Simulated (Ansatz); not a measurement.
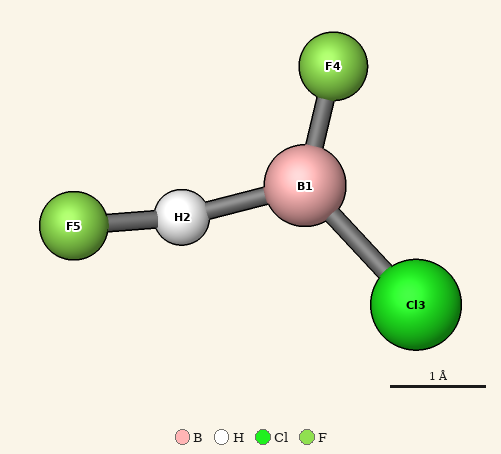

**Figure 1.** The starting structure (ball-and-stick view, seen on its broad side; atoms are numbered from 1 in the order of the input). Bond lengths as drawn: B–Cl 1.73 Å, B–F 1.29 Å, B–H 1.35 Å and F–H 1.18 Å.

**Molecular dynamics of BHClF2 (part 1 of 4)**

- system: BHClF2, multiplicity 2
- method: UHF/6-31G* (Ansatz 0.2.0)

It belongs to a series of runs on one base structure; here: dynamics from the highest image of the converged band. Figures and captions count atoms from 1; the log counts them from 0 in places.

Input file:
```yaml
crystal:
  periodic: [false, false, false]
  atoms:
    - { symbol: B, position_ang: [0.036851, -0.05945, 0.029054] }
    - { symbol: H, position_ang: [0.080039, -0.187827, 1.376054] }
    - { symbol: Cl, position_ang: [1.521549, 0.051057, -0.858423] }
    - { symbol: F, position_ang: [-1.124115, 0.025421, -0.526755] }
    - { symbol: F, position_ang: [-0.046624, 0.170799, 2.490068] }
magnetization:
  spin_polarized: true
  initial_magnetization: 1
basis:
  gaussian: { orbitals: "6-31G*" }
hamiltonian:
  xc: hf
md:
  timestep: 0.5
  n_steps: 200
  ensemble: nve
  temperature: 100.0
  initial_velocities: maxwell_boltzmann
  seed: 11726
```

Machine: 1 thread of Arm Neoverse N1, 24 GiB of memory available, shared host.

Launched with:
```bash
ansatz run input.yaml --threads 1 --pin off --max-ram 2048MiB --backend cpu --events-out ev --progress --plain --runs-dir out
```

Output:
```
Engine: ansatz 0.2.0, aarch64-unknown-linux-gnu
Functional definition: HF
  exchange = exact_x
  correlation = 0
651 factors; integrals over basis functions are off by at most 5.7e-4 eV
mean field evaluation 1: about -18598.1156 eV, gradient 2.6e1 eV
mean field evaluation 2: about -18598.1503 eV, gradient 2.6e1 eV
mean field evaluation 4: about -18601.6373 eV, gradient 3.3e0 eV
mean field evaluation 8: about -18601.9276 eV, gradient 6.4e-1 eV
mean field evaluation 16: about -18596.3960 eV, gradient 2.5e1 eV
mean field -18601.94077179 eV, -683.6087145150 hartree, gradient 4.7e-5 eV, S^2 0.784363; 0 other end points of the search recorded, 0 dependent functions left out
the calculation of the forces begins
reference -18601.94077179 eV, -683.6087145150 hartree; 21, 20 occupied and 45, 46 virtual orbitals, 651 factors
md step     0: t =     0.00 fs  T =   100.0 K  F+E_penalty+E_count = -18601.94077179 eV  E_kin = 0.038778 eV  conserved = -18601.90199379 eV  (62 SCF iters)
these checks for a lower state are left out or cut short: starts, cluster_reference, orbital_swaps, neighbouring_geometries, increment
651 factors; integrals over basis functions are off by at most 5.7e-4 eV
mean field evaluation 32: about -18601.9407 eV, gradient 8.1e-4 eV
mean field -18601.94074797 eV, -683.6087136397 hartree, gradient 2.7e-5 eV, S^2 0.784355; 0 other end points of the search recorded, 0 dependent functions left out
the calculation of the forces begins
reference -18601.94074797 eV, -683.6087136397 hartree; 21, 20 occupied and 45, 46 virtual orbitals, 651 factors
md step     1: t =     0.50 fs  T =    99.9 K  F+E_penalty+E_count = -18601.94074797 eV  E_kin = 0.038756 eV  conserved = -18601.90199194 eV  (55 SCF iters)
[... from here on the SCF iterations and repeated set-up lines of each step are left out, up to the last step ...]
md step     2: t =     1.00 fs  T =    99.7 K  F+E_penalty+E_count = -18601.94064069 eV  E_kin = 0.038654 eV  conserved = -18601.90198630 eV  (44 SCF iters)
md step     3: t =     1.50 fs  T =    99.5 K  F+E_penalty+E_count = -18601.94054180 eV  E_kin = 0.038566 eV  conserved = -18601.90197577 eV  (52 SCF iters)
md step     4: t =     2.00 fs  T =    99.7 K  F+E_penalty+E_count = -18601.94062215 eV  E_kin = 0.038664 eV  conserved = -18601.90195850 eV  (49 SCF iters)
md step     5: t =     2.50 fs  T =   101.2 K  F+E_penalty+E_count = -18601.94116306 eV  E_kin = 0.039232 eV  conserved = -18601.90193139 eV  (44 SCF iters)
md step     6: t =     3.00 fs  T =   105.0 K  F+E_penalty+E_count = -18601.94260678 eV  E_kin = 0.040717 eV  conserved = -18601.90189007 eV  (54 SCF iters)
md step     7: t =     3.50 fs  T =   113.0 K  F+E_penalty+E_count = -18601.94562910 eV  E_kin = 0.043800 eV  conserved = -18601.90182907 eV  (45 SCF iters)
md step     8: t =     4.00 fs  T =   127.6 K  F+E_penalty+E_count = -18601.95123142 eV  E_kin = 0.049488 eV  conserved = -18601.90174349 eV  (45 SCF iters)
md step     9: t =     4.50 fs  T =   152.7 K  F+E_penalty+E_count = -18601.96082887 eV  E_kin = 0.059195 eV  conserved = -18601.90163358 eV  (45 SCF iters)
md step    10: t =     5.00 fs  T =   192.8 K  F+E_penalty+E_count = -18601.97626483 eV  E_kin = 0.074749 eV  conserved = -18601.90151549 eV  (45 SCF iters)
md step    11: t =     5.50 fs  T =   253.1 K  F+E_penalty+E_count = -18601.99959763 eV  E_kin = 0.098160 eV  conserved = -18601.90143782 eV  (52 SCF iters)
md step    12: t =     6.00 fs  T =   337.6 K  F+E_penalty+E_count = -18602.03241661 eV  E_kin = 0.130919 eV  conserved = -18601.90149716 eV  (53 SCF iters)
md step    13: t =     6.50 fs  T =   445.2 K  F+E_penalty+E_count = -18602.07447704 eV  E_kin = 0.172651 eV  conserved = -18601.90182563 eV  (94 SCF iters)
md step    14: t =     7.00 fs  T =   565.6 K  F+E_penalty+E_count = -18602.12184532 eV  E_kin = 0.219326 eV  conserved = -18601.90251957 eV  (62 SCF iters)
md step    15: t =     7.50 fs  T =   675.9 K  F+E_penalty+E_count = -18602.16560521 eV  E_kin = 0.262096 eV  conserved = -18601.90350934 eV  (61 SCF iters)
md step    16: t =     8.00 fs  T =   744.1 K  F+E_penalty+E_count = -18602.19299655 eV  E_kin = 0.288545 eV  conserved = -18601.90445181 eV  (61 SCF iters)
md step    17: t =     8.50 fs  T =   742.0 K  F+E_penalty+E_count = -18602.19251609 eV  E_kin = 0.287739 eV  conserved = -18601.90477713 eV  (56 SCF iters)
md step    18: t =     9.00 fs  T =   665.7 K  F+E_penalty+E_count = -18602.16216093 eV  E_kin = 0.258162 eV  conserved = -18601.90399849 eV  (59 SCF iters)
md step    19: t =     9.50 fs  T =   551.4 K  F+E_penalty+E_count = -18602.11606195 eV  E_kin = 0.213834 eV  conserved = -18601.90222807 eV  (50 SCF iters)
md step    20: t =    10.00 fs  T =   468.4 K  F+E_penalty+E_count = -18602.08207687 eV  E_kin = 0.181621 eV  conserved = -18601.90045593 eV  (48 SCF iters)
md step    21: t =    10.50 fs  T =   482.3 K  F+E_penalty+E_count = -18602.08699511 eV  E_kin = 0.187034 eV  conserved = -18601.89996160 eV  (48 SCF iters)
md step    22: t =    11.00 fs  T =   611.4 K  F+E_penalty+E_count = -18602.13821533 eV  E_kin = 0.237079 eV  conserved = -18601.90113660 eV  (47 SCF iters)
md step    23: t =    11.50 fs  T =   812.6 K  F+E_penalty+E_count = -18602.21819973 eV  E_kin = 0.315097 eV  conserved = -18601.90310276 eV  (197 SCF iters)
md step    24: t =    12.00 fs  T =  1011.5 K  F+E_penalty+E_count = -18602.29688483 eV  E_kin = 0.392251 eV  conserved = -18601.90463355 eV  (58 SCF iters)
md step    25: t =    12.50 fs  T =  1146.2 K  F+E_penalty+E_count = -18602.34961358 eV  E_kin = 0.444474 eV  conserved = -18601.90513915 eV  (59 SCF iters)
md step    26: t =    13.00 fs  T =  1190.9 K  F+E_penalty+E_count = -18602.36658604 eV  E_kin = 0.461821 eV  conserved = -18601.90476547 eV  (57 SCF iters)
md step    27: t =    13.50 fs  T =  1154.4 K  F+E_penalty+E_count = -18602.35159172 eV  E_kin = 0.447640 eV  conserved = -18601.90395123 eV  (59 SCF iters)
md step    28: t =    14.00 fs  T =  1064.5 K  F+E_penalty+E_count = -18602.31586813 eV  E_kin = 0.412800 eV  conserved = -18601.90306793 eV  (61 SCF iters)
md step    29: t =    14.50 fs  T =   954.5 K  F+E_penalty+E_count = -18602.27244832 eV  E_kin = 0.370134 eV  conserved = -18601.90231416 eV  (52 SCF iters)
md step    30: t =    15.00 fs  T =   853.9 K  F+E_penalty+E_count = -18602.23288186 eV  E_kin = 0.331126 eV  conserved = -18601.90175541 eV  (55 SCF iters)
md step    31: t =    15.50 fs  T =   785.4 K  F+E_penalty+E_count = -18602.20595847 eV  E_kin = 0.304566 eV  conserved = -18601.90139273 eV  (54 SCF iters)
md step    32: t =    16.00 fs  T =   764.0 K  F+E_penalty+E_count = -18602.19749058 eV  E_kin = 0.296280 eV  conserved = -18601.90121044 eV  (56 SCF iters)
md step    33: t =    16.50 fs  T =   797.5 K  F+E_penalty+E_count = -18602.21043801 eV  E_kin = 0.309240 eV  conserved = -18601.90119850 eV  (57 SCF iters)
md step    34: t =    17.00 fs  T =   886.2 K  F+E_penalty+E_count = -18602.24501310 eV  E_kin = 0.343655 eV  conserved = -18601.90135834 eV  (56 SCF iters)
md step    35: t =    17.50 fs  T =  1023.7 K  F+E_penalty+E_count = -18602.29865875 eV  E_kin = 0.396959 eV  conserved = -18601.90169958 eV  (56 SCF iters)
md step    36: t =    18.00 fs  T =  1195.8 K  F+E_penalty+E_count = -18602.36594355 eV  E_kin = 0.463714 eV  conserved = -18601.90222963 eV  (57 SCF iters)
md step    37: t =    18.50 fs  T =  1381.2 K  F+E_penalty+E_count = -18602.43853904 eV  E_kin = 0.535605 eV  conserved = -18601.90293382 eV  (57 SCF iters)
md step    38: t =    19.00 fs  T =  1552.0 K  F+E_penalty+E_count = -18602.50559303 eV  E_kin = 0.601851 eV  conserved = -18601.90374232 eV  (59 SCF iters)
md step    39: t =    19.50 fs  T =  1677.5 K  F+E_penalty+E_count = -18602.55499484 eV  E_kin = 0.650506 eV  conserved = -18601.90448860 eV  (56 SCF iters)
md step    40: t =    20.00 fs  T =  1730.9 K  F+E_penalty+E_count = -18602.57610211 eV  E_kin = 0.671212 eV  conserved = -18601.90488988 eV  (61 SCF iters)
md step    41: t =    20.50 fs  T =  1700.6 K  F+E_penalty+E_count = -18602.56408941 eV  E_kin = 0.659475 eV  conserved = -18601.90461405 eV  (61 SCF iters)
md step    42: t =    21.00 fs  T =  1602.0 K  F+E_penalty+E_count = -18602.52471913 eV  E_kin = 0.621218 eV  conserved = -18601.90350079 eV  (58 SCF iters)
md step    43: t =    21.50 fs  T =  1481.1 K  F+E_penalty+E_count = -18602.47618881 eV  E_kin = 0.574328 eV  conserved = -18601.90186085 eV  (59 SCF iters)
md step    44: t =    22.00 fs  T =  1401.4 K  F+E_penalty+E_count = -18602.44394215 eV  E_kin = 0.543422 eV  conserved = -18601.90052058 eV  (61 SCF iters)
md step    45: t =    22.50 fs  T =  1413.2 K  F+E_penalty+E_count = -18602.44831480 eV  E_kin = 0.548008 eV  conserved = -18601.90030674 eV  (59 SCF iters)
md step    46: t =    23.00 fs  T =  1524.7 K  F+E_penalty+E_count = -18602.49258198 eV  E_kin = 0.591257 eV  conserved = -18601.90132501 eV  (58 SCF iters)
md step    47: t =    23.50 fs  T =  1698.1 K  F+E_penalty+E_count = -18602.56137258 eV  E_kin = 0.658501 eV  conserved = -18601.90287182 eV  (60 SCF iters)
md step    48: t =    24.00 fs  T =  1873.8 K  F+E_penalty+E_count = -18602.63071734 eV  E_kin = 0.726635 eV  conserved = -18601.90408238 eV  (61 SCF iters)
md step    49: t =    24.50 fs  T =  2002.0 K  F+E_penalty+E_count = -18602.68085562 eV  E_kin = 0.776320 eV  conserved = -18601.90453523 eV  (73 SCF iters)
md step    50: t =    25.00 fs  T =  2059.9 K  F+E_penalty+E_count = -18602.70307699 eV  E_kin = 0.798772 eV  conserved = -18601.90430488 eV  (61 SCF iters)
md step    51: t =    25.50 fs  T =  2051.6 K  F+E_penalty+E_count = -18602.69925917 eV  E_kin = 0.795569 eV  conserved = -18601.90369048 eV  (64 SCF iters)
md step    52: t =    26.00 fs  T =  1997.9 K  F+E_penalty+E_count = -18602.67770932 eV  E_kin = 0.774735 eV  conserved = -18601.90297443 eV  (62 SCF iters)
md step    53: t =    26.50 fs  T =  1925.2 K  F+E_penalty+E_count = -18602.64888394 eV  E_kin = 0.746551 eV  conserved = -18601.90233336 eV  (60 SCF iters)
md step    54: t =    27.00 fs  T =  1858.5 K  F+E_penalty+E_count = -18602.62252240 eV  E_kin = 0.720676 eV  conserved = -18601.90184618 eV  (62 SCF iters)
md step    55: t =    27.50 fs  T =  1817.2 K  F+E_penalty+E_count = -18602.60622339 eV  E_kin = 0.704689 eV  conserved = -18601.90153407 eV  (59 SCF iters)
md step    56: t =    28.00 fs  T =  1814.3 K  F+E_penalty+E_count = -18602.60494456 eV  E_kin = 0.703549 eV  conserved = -18601.90139509 eV  (61 SCF iters)
md step    57: t =    28.50 fs  T =  1855.4 K  F+E_penalty+E_count = -18602.62092101 eV  E_kin = 0.719496 eV  conserved = -18601.90142489 eV  (94 SCF iters)
md step    58: t =    29.00 fs  T =  1939.4 K  F+E_penalty+E_count = -18602.65368013 eV  E_kin = 0.752054 eV  conserved = -18601.90162584 eV  (62 SCF iters)
md step    59: t =    29.50 fs  T =  2057.9 K  F+E_penalty+E_count = -18602.70001186 eV  E_kin = 0.798006 eV  conserved = -18601.90200580 eV  (62 SCF iters)
md step    60: t =    30.00 fs  T =  2195.4 K  F+E_penalty+E_count = -18602.75391450 eV  E_kin = 0.851348 eV  conserved = -18601.90256629 eV  (101 SCF iters)
md step    61: t =    30.50 fs  T =  2329.7 K  F+E_penalty+E_count = -18602.80670070 eV  E_kin = 0.903423 eV  conserved = -18601.90327791 eV  (102 SCF iters)
md step    62: t =    31.00 fs  T =  2433.3 K  F+E_penalty+E_count = -18602.84763971 eV  E_kin = 0.943597 eV  conserved = -18601.90404285 eV  (108 SCF iters)
md step    63: t =    31.50 fs  T =  2478.3 K  F+E_penalty+E_count = -18602.86567901 eV  E_kin = 0.961023 eV  conserved = -18601.90465604 eV  (70 SCF iters)
md step    64: t =    32.00 fs  T =  2444.5 K  F+E_penalty+E_count = -18602.85272943 eV  E_kin = 0.947919 eV  conserved = -18601.90481066 eV  (71 SCF iters)
md step    65: t =    32.50 fs  T =  2331.3 K  F+E_penalty+E_count = -18602.80826629 eV  E_kin = 0.904048 eV  conserved = -18601.90421800 eV  (115 SCF iters)
md step    66: t =    33.00 fs  T =  2167.2 K  F+E_penalty+E_count = -18602.74326714 eV  E_kin = 0.840392 eV  conserved = -18601.90287536 eV  (118 SCF iters)
md step    67: t =    33.50 fs  T =  2006.9 K  F+E_penalty+E_count = -18602.67956322 eV  E_kin = 0.778253 eV  conserved = -18601.90131061 eV  (123 SCF iters)
md step    68: t =    34.00 fs  T =  1911.0 K  F+E_penalty+E_count = -18602.64147418 eV  E_kin = 0.741055 eV  conserved = -18601.90041901 eV  (127 SCF iters)
md step    69: t =    34.50 fs  T =  1913.0 K  F+E_penalty+E_count = -18602.64259093 eV  E_kin = 0.741806 eV  conserved = -18601.90078494 eV  (130 SCF iters)
md step    70: t =    35.00 fs  T =  1999.1 K  F+E_penalty+E_count = -18602.67736149 eV  E_kin = 0.775222 eV  conserved = -18601.90213985 eV  (127 SCF iters)
md step    71: t =    35.50 fs  T =  2118.0 K  F+E_penalty+E_count = -18602.72494096 eV  E_kin = 0.821320 eV  conserved = -18601.90362061 eV  (133 SCF iters)
md step    72: t =    36.00 fs  T =  2210.7 K  F+E_penalty+E_count = -18602.76177050 eV  E_kin = 0.857269 eV  conserved = -18601.90450131 eV  (132 SCF iters)
md step    73: t =    36.50 fs  T =  2238.6 K  F+E_penalty+E_count = -18602.77266631 eV  E_kin = 0.868079 eV  conserved = -18601.90458768 eV  (134 SCF iters)
md step    74: t =    37.00 fs  T =  2192.8 K  F+E_penalty+E_count = -18602.75442175 eV  E_kin = 0.850317 eV  conserved = -18601.90410520 eV  (136 SCF iters)
md step    75: t =    37.50 fs  T =  2088.3 K  F+E_penalty+E_count = -18602.71313331 eV  E_kin = 0.809788 eV  conserved = -18601.90334568 eV  (460 SCF iters)
md step    76: t =    38.00 fs  T =  1952.2 K  F+E_penalty+E_count = -18602.65959444 eV  E_kin = 0.757018 eV  conserved = -18601.90257637 eV  (127 SCF iters)
md step    77: t =    38.50 fs  T =  1813.8 K  F+E_penalty+E_count = -18602.60529884 eV  E_kin = 0.703363 eV  conserved = -18601.90193601 eV  (130 SCF iters)
md step    78: t =    39.00 fs  T =  1698.5 K  F+E_penalty+E_count = -18602.56011553 eV  E_kin = 0.658637 eV  conserved = -18601.90147825 eV  (133 SCF iters)
md step    79: t =    39.50 fs  T =  1624.7 K  F+E_penalty+E_count = -18602.53125165 eV  E_kin = 0.630039 eV  conserved = -18601.90121216 eV  (156 SCF iters)
md step    80: t =    40.00 fs  T =  1603.5 K  F+E_penalty+E_count = -18602.52295375 eV  E_kin = 0.621822 eV  conserved = -18601.90113217 eV  (164 SCF iters)
md step    81: t =    40.50 fs  T =  1638.3 K  F+E_penalty+E_count = -18602.53650787 eV  E_kin = 0.635281 eV  conserved = -18601.90122698 eV  (192 SCF iters)
md step    82: t =    41.00 fs  T =  1725.2 K  F+E_penalty+E_count = -18602.57050318 eV  E_kin = 0.668982 eV  conserved = -18601.90152081 eV  (269 SCF iters)
md step    83: t =    41.50 fs  T =  1852.5 K  F+E_penalty+E_count = -18602.62035560 eV  E_kin = 0.718353 eV  conserved = -18601.90200271 eV  (167 SCF iters)
md step    84: t =    42.00 fs  T =  2000.3 K  F+E_penalty+E_count = -18602.67828755 eV  E_kin = 0.775673 eV  conserved = -18601.90261477 eV  (163 SCF iters)
md step    85: t =    42.50 fs  T =  2143.5 K  F+E_penalty+E_count = -18602.73454004 eV  E_kin = 0.831214 eV  conserved = -18601.90332595 eV  (138 SCF iters)
md step    86: t =    43.00 fs  T =  2254.9 K  F+E_penalty+E_count = -18602.77837439 eV  E_kin = 0.874421 eV  conserved = -18601.90395333 eV  (152 SCF iters)
md step    87: t =    43.50 fs  T =  2312.0 K  F+E_penalty+E_count = -18602.80077540 eV  E_kin = 0.896534 eV  conserved = -18601.90424105 eV  (146 SCF iters)
md step    88: t =    44.00 fs  T =  2306.4 K  F+E_penalty+E_count = -18602.79829293 eV  E_kin = 0.894372 eV  conserved = -18601.90392135 eV  (157 SCF iters)
md step    89: t =    44.50 fs  T =  2253.5 K  F+E_penalty+E_count = -18602.77679950 eV  E_kin = 0.873880 eV  conserved = -18601.90291938 eV  (143 SCF iters)
md step    90: t =    45.00 fs  T =  2193.3 K  F+E_penalty+E_count = -18602.75212070 eV  E_kin = 0.850537 eV  conserved = -18601.90158394 eV  (134 SCF iters)
md step    91: t =    45.50 fs  T =  2176.0 K  F+E_penalty+E_count = -18602.74446922 eV  E_kin = 0.843816 eV  conserved = -18601.90065328 eV  (140 SCF iters)
md step    92: t =    46.00 fs  T =  2235.4 K  F+E_penalty+E_count = -18602.76761740 eV  E_kin = 0.866853 eV  conserved = -18601.90076399 eV  (135 SCF iters)
md step    93: t =    46.50 fs  T =  2367.3 K  F+E_penalty+E_count = -18602.81986721 eV  E_kin = 0.917978 eV  conserved = -18601.90188897 eV  (131 SCF iters)
md step    94: t =    47.00 fs  T =  2530.1 K  F+E_penalty+E_count = -18602.88448721 eV  E_kin = 0.981132 eV  conserved = -18601.90335484 eV  (127 SCF iters)
md step    95: t =    47.50 fs  T =  2668.8 K  F+E_penalty+E_count = -18602.93933554 eV  E_kin = 1.034913 eV  conserved = -18601.90442230 eV  (131 SCF iters)
md step    96: t =    48.00 fs  T =  2741.1 K  F+E_penalty+E_count = -18602.96771490 eV  E_kin = 1.062951 eV  conserved = -18601.90476350 eV  (129 SCF iters)
md step    97: t =    48.50 fs  T =  2731.2 K  F+E_penalty+E_count = -18602.96359616 eV  E_kin = 1.059121 eV  conserved = -18601.90447546 eV  (130 SCF iters)
md step    98: t =    49.00 fs  T =  2647.8 K  F+E_penalty+E_count = -18602.93061481 eV  E_kin = 1.026776 eV  conserved = -18601.90383868 eV  (129 SCF iters)
md step    99: t =    49.50 fs  T =  2514.3 K  F+E_penalty+E_count = -18602.87809307 eV  E_kin = 0.974981 eV  conserved = -18601.90311249 eV  (123 SCF iters)
md step   100: t =    50.00 fs  T =  2358.7 K  F+E_penalty+E_count = -18602.81711694 eV  E_kin = 0.914659 eV  conserved = -18601.90245802 eV  (124 SCF iters)
md step   101: t =    50.50 fs  T =  2207.4 K  F+E_penalty+E_count = -18602.75794492 eV  E_kin = 0.855997 eV  conserved = -18601.90194814 eV  (124 SCF iters)
md step   102: t =    51.00 fs  T =  2081.4 K  F+E_penalty+E_count = -18602.70873077 eV  E_kin = 0.807129 eV  conserved = -18601.90160180 eV  (123 SCF iters)
md step   103: t =    51.50 fs  T =  1995.1 K  F+E_penalty+E_count = -18602.67508828 eV  E_kin = 0.773671 eV  conserved = -18601.90141740 eV  (114 SCF iters)
md step   104: t =    52.00 fs  T =  1956.4 K  F+E_penalty+E_count = -18602.66002671 eV  E_kin = 0.758635 eV  conserved = -18601.90139167 eV  (110 SCF iters)
md step   105: t =    52.50 fs  T =  1966.1 K  F+E_penalty+E_count = -18602.66395631 eV  E_kin = 0.762427 eV  conserved = -18601.90152938 eV  (112 SCF iters)
md step   106: t =    53.00 fs  T =  2018.6 K  F+E_penalty+E_count = -18602.68462077 eV  E_kin = 0.782778 eV  conserved = -18601.90184242 eV  (110 SCF iters)
md step   107: t =    53.50 fs  T =  2100.7 K  F+E_penalty+E_count = -18602.71696505 eV  E_kin = 0.814624 eV  conserved = -18601.90234102 eV  (110 SCF iters)
md step   108: t =    54.00 fs  T =  2192.2 K  F+E_penalty+E_count = -18602.75309406 eV  E_kin = 0.850084 eV  conserved = -18601.90300958 eV  (120 SCF iters)
```
